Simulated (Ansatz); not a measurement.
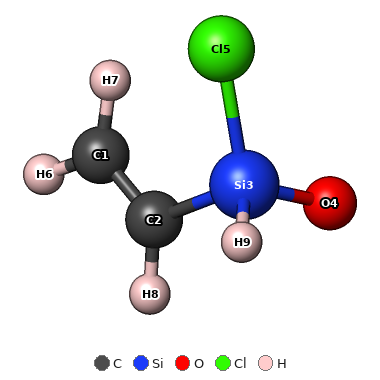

The system is C₂H₄ClOSi, SMILES C=C[SiH]([O])Cl, spin multiplicity 2; the picture shows the reference structure. First axis: dihedral H6–C1–C2–Si3. Second axis: dihedral C1–C2–Si3–O4. Nothing is relaxed (all other coordinates rigid). Grid: 18 × 18 points. Points are written as (first, second). All energies are given in kJ/mol relative to the lowest grid point. Energies and slopes of some neighbouring points disagree (a jump in structure or state, or too coarse a mesh). Computed with Ansatz, UKS SPW92 (LDA)/def2-SVP.

Its coordinates:

```xyz
9

C    -0.2133    1.1763    0.8910
C     0.1357   -0.1103    0.7627
Si    0.1746   -0.9187   -0.9386
O    -1.1666   -1.7838   -0.6728
Cl    0.0374    0.5617   -2.3691
H    -0.1690    1.6925    1.8705
H    -0.5207    1.7778    0.0126
H     0.3731   -0.7542    1.6306
H     1.4373   -1.6875   -1.2039
```

Range: dihedral H6–C1–C2–Si3 from −180 to 160°; dihedral C1–C2–Si3–O4 from −180 to 160°.

> Predict the map.

The lowest grid point is at (−180°, −100°). Other grid points that lie below all their neighbours: (0°, −100°) (0.35 kJ/mol higher); (0°, 100°) (6 kJ/mol higher); (−180°, 100°) (7 kJ/mol higher). The highest grid point, (100°, 0°), lies 234 kJ/mol above the lowest.

```
dihedral C1–C2–Si3–O4 ↓, dihedral H6–C1–C2–Si3 →  −180  −140  −100  −60  −20  20   60  100  140
                                             140    13    85   179  117   19  38  139  199   54
                                             100     7    89   161  113   12  32  132  197   49
                                              60     8    91   183  116   13  34  145  202   50
                                              20    16    94   225  142   29  39  164  223   73
                                             −20    20    73   216  153   43  31  139  219   94
                                             −60     8    51   203  134   32  15  117  177   81
                                            −100     0    48   192  135   24   9  115  160   81
                                            −140     8    52   198  142   33  14  119  183   83
                                            −180    22    72   199  133   34  34  134  200   73
```

The table holds every second grid line.

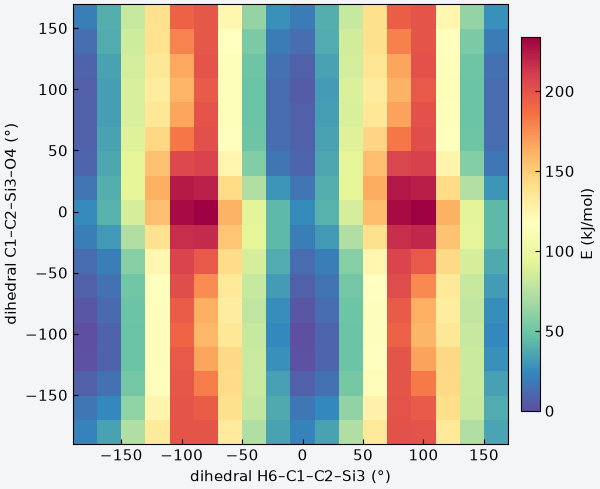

Drawn: one coloured cell a grid point.

Each point was launched as `ansatz run input.yaml --threads 1 --pin off --max-ram 2560MiB --backend cpu --events-out ev --progress --plain --runs-dir out`. Time for the 324 points that were run: 20 min on 1 thread of Intel(R) Xeon(R) 6975P-C (Granite Rapids), on a shared host.
